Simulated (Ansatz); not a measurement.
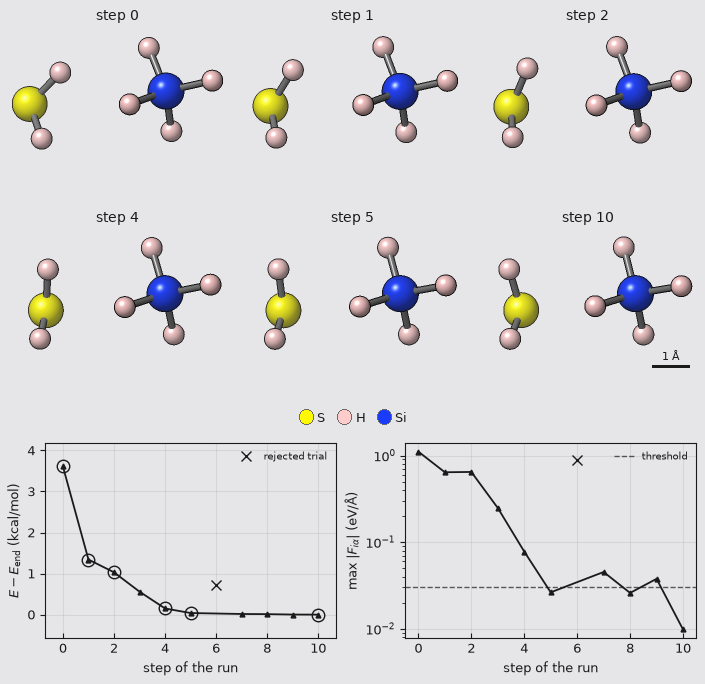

Frames of a relaxation of SiH₆S (coarse preliminary run), marked on the history of the run. Style: ball-and-stick. Shown at a tilt.

Level of theory: RKS PBE-D4/def2-SVP in Ansatz.

Input
```yaml
crystal:
  periodic: [false, false, false]
  atoms:
    - {symbol: S, position_ang: [0.053500, -0.301100, -2.801300]}
    - {symbol: H, position_ang: [-0.967700, 0.358300, -2.267700]}
    - {symbol: H, position_ang: [0.819000, -0.087100, -1.739500]}
    - {symbol: Si, position_ang: [0.016500, 0.003000, 1.371600]}
    - {symbol: H, position_ang: [-1.042900, -0.951800, 1.058700]}
    - {symbol: H, position_ang: [1.273500, -0.460300, 0.781400]}
    - {symbol: H, position_ang: [0.168800, 0.140000, 2.815300]}
    - {symbol: H, position_ang: [-0.320800, 1.298900, 0.781400]}
basis:
  gaussian: {orbitals: def2-SVP}
hamiltonian: {xc: pbe, dispersion: d4}
relax: {f_tol: 0.03, max_steps: 250}
```

Command:
```bash
ansatz run in.yaml --threads 2 --pin off --events-out ev --progress --plain --max-ram 5222MiB
```

Q: Describe the path.

A: The largest moves after the best rigid fit, 0.61 Å, are those of S1 and H3. Largest moves by element: H 0.61 Å, S 0.60 Å, Si 0.07 Å. Near-neighbour distances that change, for instance: Si4–H7 1.458 → 1.507 Å, Si4–H5 1.460 → 1.500 Å, S1–H2 1.328 → 1.361 Å. After 9 accepted moves (10 points after the start) the energy has fallen by 3.61 kcal/mol. Largest force component: 1.1 eV/Å at the start, 0.0098 eV/Å at the end. The line search rejected the trial step at point 6 of the run. The forces were under the threshold at step 5, but the run went on from there. From step 0 to 1: S1 moves most (0.20 Å), energy −2.27 kcal/mol. From step 1 to 2: S1 moves most (0.16 Å), energy −0.31 kcal/mol. From step 2 to 4: H3 moves most (0.26 Å), energy −0.88 kcal/mol. From step 4 to 5: H3 moves most (0.12 Å), energy −0.11 kcal/mol. From step 5 to 10: H3 moves most (0.12 Å), energy −0.04 kcal/mol.

```tsv
step	E − E(0), kcal/mol	largest force component, eV/Å	note
0	0.00	1.1087	
1	-2.27	0.6409	
2	-2.58	0.6463	
3	-3.05	0.2483	
4	-3.46	0.0778	
5	-3.57	0.0263	
6	-2.88	0.8819	rejected
7	-3.59	0.0452	
8	-3.60	0.0259	
9	-3.61	0.0377	
10	-3.61	0.0098
```

Limits of the set-up: the start holds two separate molecules, 2.6 Å apart at their closest, whose relative position is a soft coordinate.
